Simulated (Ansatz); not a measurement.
**CsPbCl3 under a change: Cl on a Pb site (antisite)**

Take a 20-atom supercell of CsPbCl3 in the cubic perovskite structure (space group Pm-3m, No. 221; a = 5.6188 Å) at its relaxed geometry as the base.

Perturbation: one Pb atom is replaced by Cl, atoms relaxed at fixed cell, starting from a slightly rattled geometry.

Method: PBEsol (Ansatz, an electronic-structure program; PAW; 420 eV plane waves; spin-orbit coupling left out), earlier PAW set. Settings: 3×3×3 k-points, 0.01 eV Fermi–Dirac smearing.

| quantity | base | changed | shift |
|---|---|---|---|
| pressure | 0.0 GPa | -0.9 GPa | -0.9 GPa |
| gap of the supercell | 1.84 eV | zero | – |
| total moment of the cell | – | 1.1 μB | – |
| largest displacement of a host atom from its site in the perfect cell | – | 0.56 Å | – |

Final structure:

```
CELL_PARAMETERS angstrom
      5.61876    -5.61876    -5.61876
     -5.61876     5.61876    -5.61876
      5.61876     5.61876     5.61876
ATOMIC_POSITIONS crystal
  Cs 0.49449 0.50184 0.94336
  Cs 0.05958 0.05603 0.05466
  Cs 0.94969 0.51023 0.50833
  Cs 0.49421 0.94886 0.49812
  Cl 0.49999 0.49886 0.49882
  Pb 0.99906 0.99946 0.49882
  Pb 0.99969 0.49938 0.99953
  Pb 0.50064 0.99947 0.99868
  Cl 0.23964 0.49870 0.23242
  Cl 0.75096 0.99250 0.24085
  Cl 0.76282 0.50300 0.76636
  Cl 0.24713 0.00278 0.75500
  Cl 0.76149 0.76751 0.50268
  Cl 0.24052 0.23043 0.49753
  Cl 0.24887 0.75339 0.00204
  Cl 0.74949 0.24349 0.99272
  Cl 0.50592 0.23681 0.24019
  Cl 0.00146 0.74412 0.25636
  Cl 0.00248 0.25712 0.74440
  Cl 0.48844 0.75762 0.75491
```

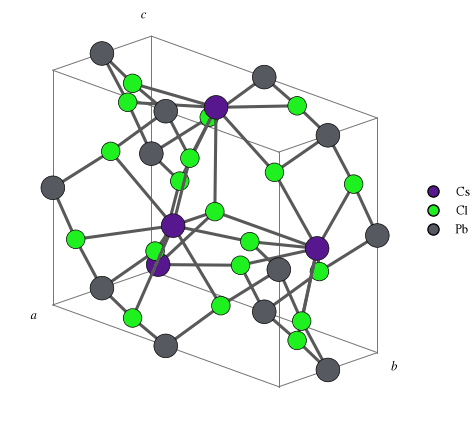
The relaxed cell after the change

Cost of the whole job for the changed cell (relaxation, final SCF and bands): roughly 60 core-minutes.

Other magnetic orders, which the real material may have, were not ruled out. The cell is small, so the values are those of an ordered compound at a high defect concentration; dilute-limit values will differ. A case with no gap was solved on a k-mesh chosen for an insulator, which is coarse for it. With Pb present, leaving out spin-orbit coupling can change the band edges. Many cubic perovskites are stable only at high temperature; tilts and polar distortions were not tested. The defect cell is spin-polarised and ends with 1.1 μB. This is not the structure that CsPbCl3 has at room temperature and ambient pressure.
